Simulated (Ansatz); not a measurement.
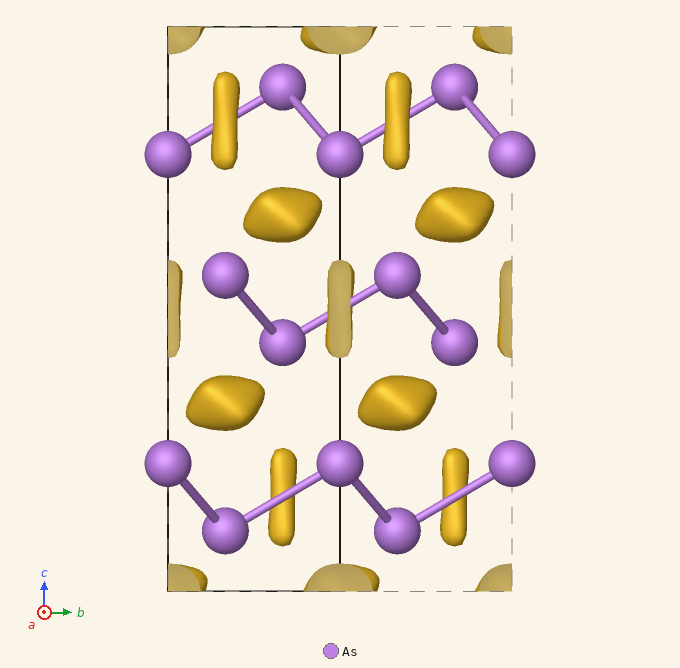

Crystal voids of As (R-3m): the yellow surface encloses the regions where the procrystal electron density, the sum of the densities of spherically averaged neutral Hartree-Fock atoms, is below 0.01 e/bohr³ (2×2×1 cells, view along the a axis). No self-consistent density enters. Pale faces close the region where the drawn box cuts it. The usual level for crystal voids is 0.002 e/bohr³; this crystal has almost no region below it, so a higher level is used, which marks the interstitial space of lowest density.

Source of the atomic positions: the geometry relaxed with DFT, PBE, plane waves (420 eV) with PAW, scalar-relativistic in Ansatz 0.2.0.

```cif
data_structure
_symmetry_space_group_name_H-M 'R-3m:H'
_symmetry_Int_Tables_number 166
_cell_length_a 3.8072
_cell_length_b 3.8072
_cell_length_c 10.8245
_cell_angle_alpha 90.000
_cell_angle_beta 90.000
_cell_angle_gamma 120.000
_cell_volume 135.88
loop_
_atom_site_label
_atom_site_type_symbol
_atom_site_symmetry_multiplicity
_atom_site_Wyckoff_symbol
_atom_site_fract_x
_atom_site_fract_y
_atom_site_fract_z
_atom_site_occupancy
As1 As 6 c 0.66667 0.33333 0.10704 1
```

What share of the cell is void by this measure?

Answer. The voids take about 4.2 % of the cell (5.7 Å³ of 135.9 Å³) and are bounded by about 29 Å² of surface per cell.

Are the voids connected in the whole crystal?

Answer. They are isolated pockets that do not connect across cells.

How low does the density fall, and where?

Answer. To about 0.0069 e/bohr³ near 0.00, 0.00, 0.00 (fractional), 2.4 Å from the nearest nucleus.

At what density do the voids first join through the crystal?

Answer. At about 0.012 e/bohr³, as a three-dimensional network.
